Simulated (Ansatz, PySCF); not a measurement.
Dissociation curve of HCl (cation, charge +1), doublet.

Levels of theory: UKS-PBE0 = unrestricted PBE0/cc-pVDZ in PySCF; UKS-B3LYP = unrestricted B3LYP/cc-pVDZ run with PySCF; UKS-M06-2X = unrestricted M06-2X/cc-pVDZ (PySCF 2.14.0); UKS-PBE = unrestricted PBE/cc-pVDZ run with Ansatz (an electronic-structure program); CASSCF(7,5)/cc-pVDZ (PySCF).

Energies are in kcal/mol, each relative to the lowest point of its own curve near equilibrium.

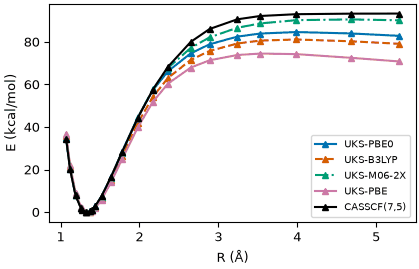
Energy against bond length for each method.

```csv
R / Å,UKS-PBE0,UKS-B3LYP,UKS-M06-2X,UKS-PBE,"CASSCF(7,5)"
1.07,35.0,35.6,34.6,36.9,34.6
1.12,20.6,21.2,20.4,22.2,20.3
1.19,8.0,8.4,7.9,9.1,7.8
1.26,1.8,2.0,1.8,2.3,1.7
1.27,1.3,1.5,1.3,1.7,1.2
1.32,0.0,0.0,0.0,0.1,0.0
1.37,0.3,0.1,0.3,0.0,0.4
1.40,1.1,0.8,1.1,0.6,1.2
1.44,2.8,2.3,2.7,1.9,2.8
1.52,7.4,6.6,7.3,5.9,7.5
1.64,16.6,15.2,16.3,14.1,16.6
1.78,28.4,26.4,28.0,24.8,28.3
1.98,44.7,42.0,44.4,39.8,44.4
2.17,57.3,54.1,57.7,51.8,57.5
2.36,66.1,63.0,67.7,60.3,68.2
2.65,74.6,71.5,77.2,67.9,80.0
2.89,78.9,75.7,82.1,71.4,86.1
3.24,82.5,79.2,86.6,73.8,90.6
3.53,83.9,80.6,88.7,74.5,92.2
3.99,84.6,81.1,90.2,74.2,93.0
4.68,84.0,80.3,90.5,72.5,93.3
5.29,82.8,79.1,90.1,70.8,93.3
```

At the longest distance, 5.29 Å, CASSCF(7,5) lies highest above its minimum (93.3 kcal/mol) and UKS-PBE lowest (70.8 kcal/mol).

The UKS-PBE curve passes through a maximum at 3.53 Å and then falls by 3.7 kcal/mol up to the last usable point, a hump where its reference is spin-contaminated.

The unrestricted determinant behind UKS-PBE0, UKS-B3LYP is spin-contaminated at 2.17 to 5.29 Å (<S²> up to 1.3, against 0.75 for a pure doublet). At the longest distance UKS-PBE0, UKS-B3LYP, UKS-M06-2X leaves fractional charges on the fragments, a sign of delocalisation error or of the restricted form. The unrestricted determinant behind UKS-M06-2X, UKS-PBE is spin-contaminated at 2.36 to 5.29 Å (<S²> up to 1.3, against 0.75 for a pure doublet).
